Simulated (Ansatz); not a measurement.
BrClHIn2 (doublet)

```yaml
atoms:
  - { symbol: Br, position_ang: [-0.7463, -2.2838, 1.4456] }
  - { symbol: Cl, position_ang: [-0.8771, -0.4606, -2.2340] }
  - { symbol: In, position_ang: [0.5490, -1.3867, -0.5486] }
  - { symbol: In, position_ang: [3.3971, -0.8785, -0.4231] }
  - { symbol: H, position_ang: [4.6081, -2.0636, -0.9995] }
```

Geometry: B3LYP-D3(BJ)/def2-SVP; core potentials replace the inner electrons of In.

Computed with isolated molecule in a Gaussian basis; Kohn-Sham density functional theory, functional PBE0 (Ansatz).

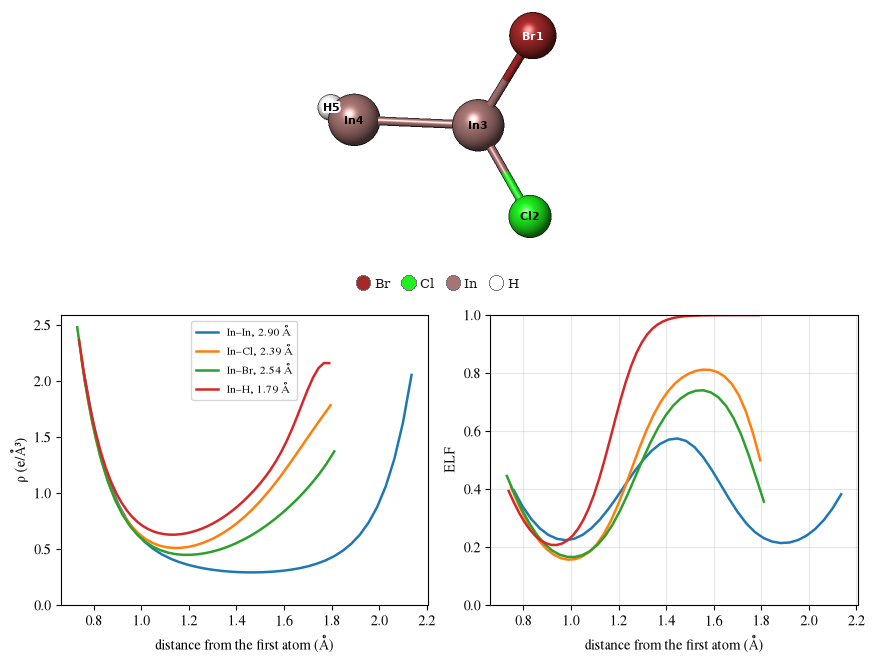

Figure 1. Electron density and electron localisation function along straight lines between neighbouring atoms. The curves leave out the atomic cores. The structure is drawn too.

> Compare the contacts.

In–In (2.90 Å): ρ at the midpoint is about 0.29 e/Å³; the ELF reaches about 0.55 near the midpoint.
In–Cl (2.39 Å): the density is about 0.52 e/Å³ at the midpoint; the ELF peaks at about 0.80 in the valence shell of Cl, 0.8 Å from its nucleus, and drops to about 0.15 between the two atoms.
In–Br (2.54 Å): ρ at the midpoint is about 0.46 e/Å³; the ELF peaks at about 0.75 in the valence shell of Br, 1.0 Å from its nucleus, and drops to about 0.15 between the two atoms.
In–H (1.79 Å): the density is about 1 e/Å³ at the midpoint; the ELF climbs to about 1 towards the hydrogen.

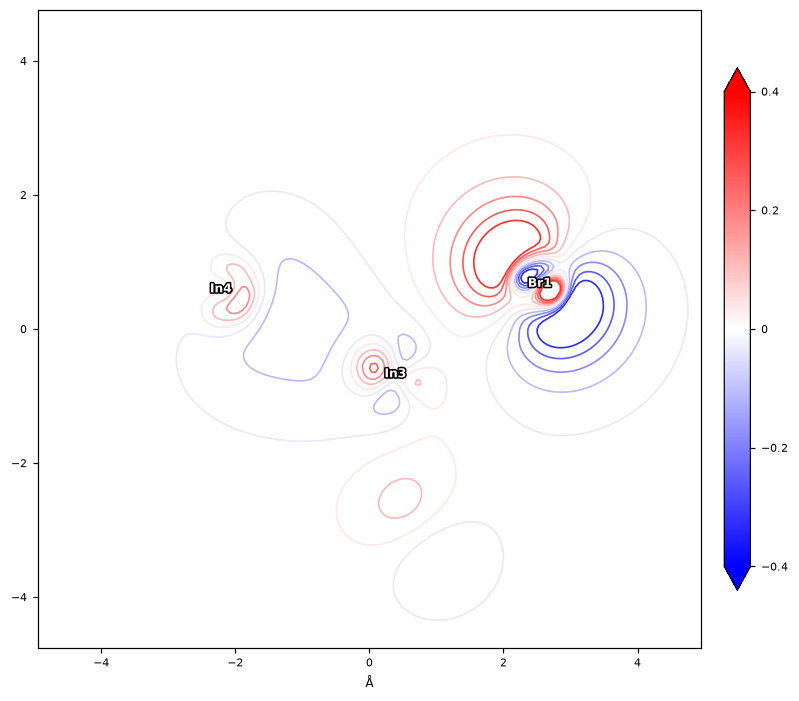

Figure 2. The HOMO−1 (α) on the plane of atoms Br1, In3 and In4 (values in Å⁻³ᐟ²; the overall sign is arbitrary).

> Where does this orbital lie, and at what energy?

It lies mainly on Br1 (about 55 %), In4 (about 20 %), H5 (about 10 %), In3 (about 10 %) and Cl2 (about 5 %). Its energy is −7.94 eV.
